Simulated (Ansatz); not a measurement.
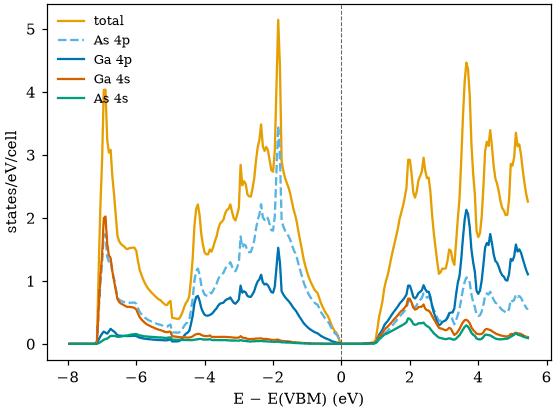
Figure: Total and projected density of states of GaAs (wurtzite, space group No. 186), LDA (plane waves, PAW; program Ansatz)

**Question.** Which orbitals carry the states next to the gap?

**Answer.** Top 1 eV of the valence band: As 4p 77 %, Ga 4p 20 %. Bottom 1 eV of the conduction band: Ga 4p 33 %, Ga 4s 25 %, As 4p 18 %, As 4s 16 %, outside the projected shells 7 %. Projections are on Löwdin-orthogonalised atomic valence shells; empty p or d shells of many metals are not among them.

**Question.** Where is the tallest occupied peak in this window, and what makes it?

**Answer.** Near -1.8 eV, about 5.1 states/eV per cell; the largest projected share is As 4p.

Space group P6_3mc (wurtzite). The first step of the workflow began from a Materials Project structure, measured or hypothetical; the Crystallography Open Database copy checked does not list it. It is not the phase usual at ambient conditions (space group No. 216). The LDA relaxation kept the symmetry of its start; phonons on a q-mesh show no instability. Scalar-relativistic: spin–orbit coupling is off unless named, which matters more the heavier the elements.

Potentials: the later of the program's two PAW sets.
